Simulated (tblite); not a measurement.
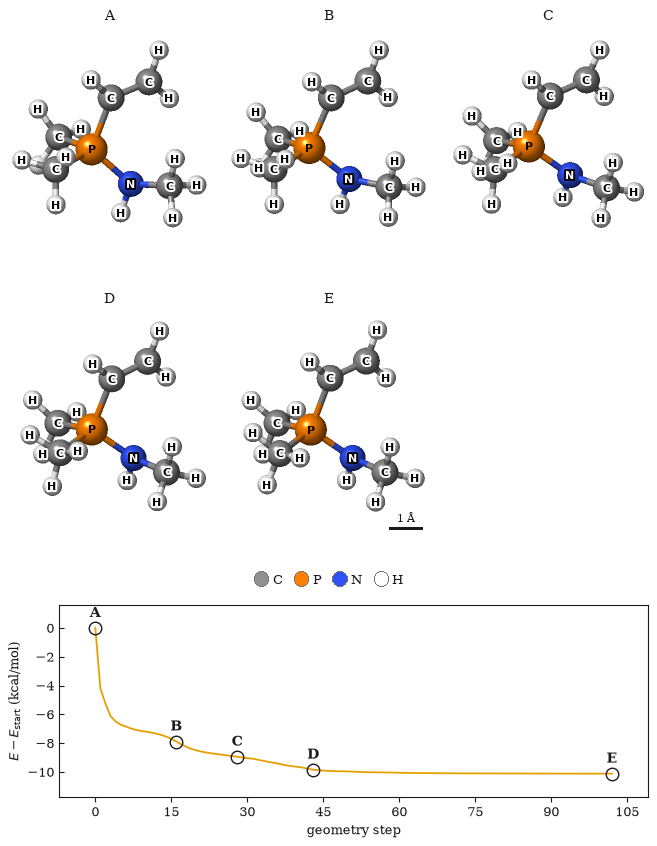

Frames of a relaxation of C5H13NP (charge +1), marked on the history of the run. Style: ball-and-stick. Shown face on.

Level of theory: tblite 0.8.0, GFN2-xTB geometry optimisation, gas phase. 

Q: What happens along the run?

A: The atom that moves furthest after the best rigid fit is an H atom (0.73 Å). Largest moves by element: H 0.73 Å, N 0.29 Å, C 0.22 Å, P 0.10 Å. Among the contacts that change: N–P 1.696 → 1.649 Å, C–N 1.421 → 1.463 Å, C–H 1.118 → 1.089 Å, C–H 1.106 → 1.078 Å. Bond angles that change, for instance: N–C–H 115.5° → 108.9°, C–P–N 114.2° → 107.9°, C–P–C 104.6° → 110.7°. Groups turn about C–P by about 35°, N–P by about 25°, C–N by about 25°. Over 102 geometry steps the energy falls by 10.1 kcal/mol. The run took 0.73 s on 1 thread of Arm Neoverse V1, on a shared host. From step 0 to 16: an H atom moves most (0.29 Å), energy −7.88 kcal/mol. From step 16 to 28: an H atom moves most (0.31 Å), energy −1.06 kcal/mol. From step 28 to 43: an H atom moves most (0.32 Å), energy −0.90 kcal/mol. From step 43 to 102: an H atom moves most (0.23 Å), energy −0.28 kcal/mol.

```
step  E − E(0), kcal/mol
   0                0.00
   1               -4.21
   2               -5.25
   3               -6.12
   4               -6.49
   5               -6.71
   6               -6.84
   7               -6.97
   8               -7.07
   9               -7.14
  10               -7.20
  15               -7.70
  20               -8.51
  25               -8.80
  29               -9.00
  34               -9.29
  39               -9.61
  44               -9.88
  49               -9.96
  54              -10.01
  58              -10.04
  63              -10.07
  68              -10.09
  73              -10.10
  78              -10.10
  83              -10.10
  87              -10.11
  92              -10.11
  97              -10.12
 102              -10.12
```
